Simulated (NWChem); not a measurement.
# One shape, several levels: CH2BClO2 (SMILES OB1OC1Cl)

Aim: a comparison of 4 runs (HF/STO-3G, HF/3-21G, B3LYP/6-31G*) of CH2BClO2. 

The results are computed with NWChem 7.3.0.

### Step 1. The molecule

CH2BClO2: 7 atoms, total charge 0, spin state singlet. As SMILES, `OB1OC1Cl`. Geometry: relaxed at PBE0-D4/def2-TZVP. This is one conformer, not always the lowest.

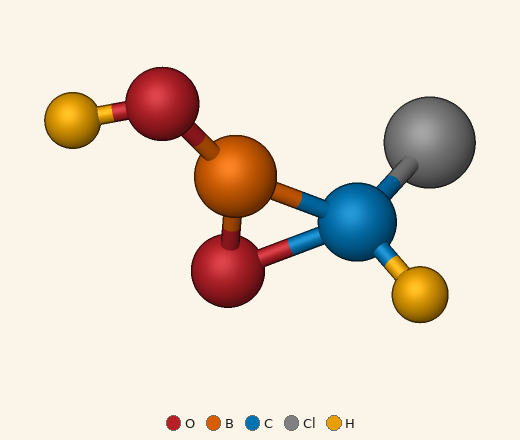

Viewed from a chosen angle; oxygen red, boron orange, carbon blue, chlorine grey, hydrogen amber.

### Step 2. Energy and gradient at HF/STO-3G (run 1)

work.xyz

```xyz
7
CH2BClO2 gradient
O     -1.069500     0.083800     1.473600
B     -0.291500    -0.110200     0.408800
O     -0.164100    -0.913600    -0.663800
C      0.832700     0.177100    -0.543800
Cl     0.715300     1.412400    -1.778600
H     -1.811400    -0.526600     1.535200
H      1.849700    -0.190900    -0.477200
```

work.nw

```
start work
title "CH2BClO2 gradient"
memory stack 880 mb heap 220 mb global 1100 mb

geometry noautosym nocenter noautoz
  load work.xyz
end

basis spherical bse
  * library STO-3G
end

scf
  thresh 1e-08
  maxiter 80
  print low
end

task scf gradient
```

On the command line:

```sh
$ nwchem work.nw > work.out
```

Standard output:

```text
[...]
  functions       =    31
[...]
  wavefunction    = RHF
[...]
         Total SCF energy =   -665.246984180656
      One-electron energy =  -1306.818921488638
      Two-electron energy =    447.044927237833
 Nuclear repulsion energy =    194.527010070148
        Time for solution =      1.8s
[...]
                         RHF ENERGY GRADIENTS
    atom               coordinates                        gradient
                 x          y          z           x          y          z
   1 O      -2.021062   0.158359   2.784700   -0.028498  -0.022549   0.003834
   2 B      -0.550855  -0.208248   0.772520    0.016812   0.004645  -0.017810
   3 O      -0.310104  -1.726454  -1.254400   -0.013789  -0.012627   0.004482
   4 C       1.573575   0.334670  -1.027633    0.011737   0.042179  -0.013808
   5 Cl      1.351721   2.669049  -3.361067    0.001737  -0.028452   0.026439
   6 H      -3.423050  -0.995130   2.901107    0.017709   0.018037   0.002047
   7 H       3.495426  -0.360749  -0.901777   -0.005708  -0.001232  -0.005186
 Task  times  cpu:        2.3s     wall:        2.3s
 Total times  cpu:        2.4s     wall:        2.4s
```

Run time: 2.9 s. Hardware: 1 thread of Intel Xeon Platinum 8252C at 3.80GHz (Skylake/Cascade Lake), shared host; peak memory 0.098 GiB.

### Step 3. Energy and gradient at HF/3-21G (run 2)

ch2bclo2.nw

```
start ch2bclo2
title "CH2BClO2 hf"
memory stack 880 mb heap 220 mb global 1100 mb

geometry units angstrom noautosym nocenter noautoz
 O    -1.069500    0.083800    1.473600
 B    -0.291500   -0.110200    0.408800
 O    -0.164100   -0.913600   -0.663800
 C     0.832700    0.177100   -0.543800
 Cl    0.715300    1.412400   -1.778600
 H    -1.811400   -0.526600    1.535200
 H     1.849700   -0.190900   -0.477200
end

basis spherical bse
 * library 3-21G
end

scf
 thresh 1e-08
 maxiter 80
 noprint "final vectors analysis"
end

task scf gradient
```

On the command line:

```sh
$ nwchem ch2bclo2.nw > ch2bclo2.out
```

Standard output:

```text
[...]
  functions       =    53
[...]
  wavefunction    = RHF
[...]
         Total SCF energy =   -669.578284709682
      One-electron energy =  -1309.795612174259
      Two-electron energy =    445.690317394429
 Nuclear repulsion energy =    194.527010070148
        Time for solution =      2.0s
[...]
                         RHF ENERGY GRADIENTS
    atom               coordinates                        gradient
                 x          y          z           x          y          z
   1 O      -2.021062   0.158359   2.784700    0.003758   0.003142  -0.000743
   2 B      -0.550855  -0.208248   0.772520   -0.007320  -0.017267  -0.011245
   3 O      -0.310104  -1.726454  -1.254400    0.012212   0.026495   0.020009
   4 C       1.573575   0.334670  -1.027633   -0.033197   0.020965  -0.026096
   5 Cl      1.351721   2.669049  -3.361067    0.004680  -0.029099   0.028550
   6 H      -3.423050  -0.995130   2.901107    0.008904   0.000606  -0.008877
   7 H       3.495426  -0.360749  -0.901777    0.010963  -0.004842  -0.001598
[...]
```

Wall time 3.3 s (1 thread of Intel Xeon Platinum 8252C at 3.80GHz (Skylake/Cascade Lake), shared host); peak memory 0.1 GiB.

Run 3 isn't shown in full; the table further down has it.

### Step 4. Energy and forces at B3LYP/6-31G(d) (spherical functions) (run 4)

ch2bclo2.nw

```
start ch2bclo2
memory total 2200 mb
geometry units atomic noautosym nocenter noautoz
O   -2.02106209   0.15835905   2.78470042
B   -0.55085517  -0.20824782   0.77252004
O   -0.31010406  -1.72645379  -1.25440020
C    1.57357494   0.33467050  -1.02763307
Cl   1.35172110   2.66904918  -3.36106689
H   -3.42304990  -0.99512978   2.90110755
H    3.49542641  -0.36074872  -0.90177731
end
basis "ao basis" spherical bse
* library 6-31G*
end
dft
xc b3lyp
grid xfine
convergence energy 1e-08
maxiter 100
mulliken
print medium
end
task dft gradient
```

On the command line:

```sh
$ nwchem ch2bclo2.nw > ch2bclo2.out
```

Standard output:

```text
[...]
          Wavefunction type:  closed shell.
          No. of atoms     :     7
          No. of electrons :    46
[...]
          Charge           :     0
          Spin multiplicity:     1
[...]
          AO basis - number of functions:    78
[...]
              XC Information
              --------------
                         B3LYP Method XC Potential
                     Hartree-Fock (Exact) Exchange  0.200
                        Slater Exchange Functional  0.800 local
                    Becke 1988 Exchange Functional  0.720 non-local
              Lee-Yang-Parr Correlation Functional  0.810
                  VWN I RPA Correlation Functional  0.190 local
[...]
 d= 0,ls=0.0,diis     1   -674.7111613490 -8.69D+02  1.76D-02  1.02D+00     2.9
[...]
 d= 0,ls=0.0,diis    10   -674.8333661688 -3.14D-09  5.74D-07  3.18D-09    23.6
         Total DFT energy =     -674.833366168776
      One electron energy =    -1314.881926548869
           Coulomb energy =      501.308130488310
    Exchange-Corr. energy =      -55.786566053015
 Nuclear repulsion energy =      194.526995944797
[...]
      Total Density - Mulliken Population Analysis
     ---------------------------------------------
    Atom       Charge   Shell Charges
 -----------   ------   -------------------------------------------------------
    1 O    8     8.53   2.00  0.90  2.96  0.89  1.75  0.02
    2 B    5     4.54   2.00  0.51  1.48  0.18  0.21  0.15
    3 O    8     8.37   2.00  0.93  2.87  0.93  1.62  0.03
    4 C    6     6.15   2.00  0.69  1.98  0.60  0.82  0.06
    5 Cl  17    17.04   2.00  2.00  5.97  1.42  3.61  0.52  1.49  0.03
    6 H    1     0.57   0.47  0.11
    7 H    1     0.80   0.53  0.27
[...]
  wavefunction    = closed shell
                         DFT ENERGY GRADIENTS
    atom               coordinates                        gradient
                 x          y          z           x          y          z
   1 O      -2.021062   0.158359   2.784700   -0.002743  -0.006892  -0.005244
   2 B      -0.550855  -0.208248   0.772520    0.001370   0.000366  -0.002700
   3 O      -0.310104  -1.726454  -1.254400    0.004112   0.008593   0.004696
   4 C       1.573575   0.334671  -1.027633   -0.006569   0.001745  -0.007489
   5 Cl      1.351721   2.669049  -3.361067    0.000236  -0.009931   0.010271
   6 H      -3.423050  -0.995130   2.901108    0.005454   0.005191   0.000382
   7 H       3.495426  -0.360749  -0.901777   -0.001861   0.000927   0.000085
[...]
```

Run time: 32 s. Hardware: 1 thread of Intel Xeon Platinum 8252C at 3.80GHz (Skylake/Cascade Lake), shared host; peak memory 0.14 GiB.

### Step 5. All runs side by side

```csv
run,level,Cartesian functions,iteration cap,energy (Eh),largest force (eV/Å),wall time
1,HF/STO-3G,no,80,-665.246984,2.361,2.9 s
2,HF/3-21G,no,80,-669.578285,2.424,3.3 s
3,B3LYP/6-31G* (Cartesian functions),yes,100,-674.840250,0.748,34 s
4,B3LYP/6-31G* (spherical functions),no,100,-674.833366,0.735,32 s
```

### Step 6. What came out

| quantity | value |
| --- | --- |
| run 4: total energy | -674.83337 Eh |
| run 4: dipole moment | 2.42 D |
| run 4: HOMO energy | -7.43 eV |
| run 4: LUMO energy | 0.42 eV |
| run 4: HOMO–LUMO gap | 7.85 eV |
| run 4: largest force on an atom | 0.735 eV/Å |

What this shows: In run 1 the basis is minimal, so the values are rough. All runs together took 72 s, the longest 34 s.
